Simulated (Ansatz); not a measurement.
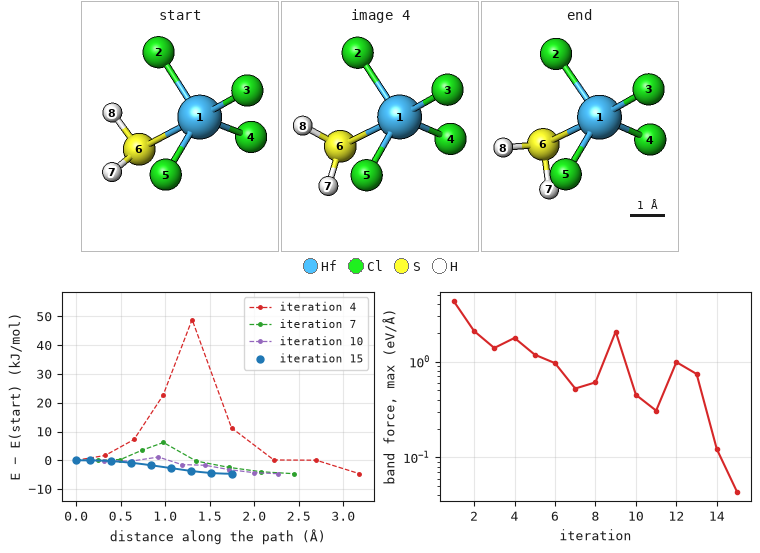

A nudged-elastic-band calculation for HfH2SCl4. Images are numbered from 0 (start) to 8 (end). The plot follows the band through its iterations. A ball-and-stick model, seen from a free direction.

Level of theory: RKS LDA/def2-SVP (Ansatz 0.2.0). Set-up: 7 movable images; climbing image; force threshold 0.05 eV/Å; iteration limit 60; starting path through a guess of the saddle point.

Question: Did the band converge, and can the barrier be trusted?

Answer: The run is converged, with reservations. The band converged in 15 iterations. The largest component of the band force went from 4.3 to 0.044 eV/Å. The first iteration put the highest image at 340.87 kJ/mol. No barrier shows: the energy is highest at the start, and the end lies 4.67 kJ/mol below the start.
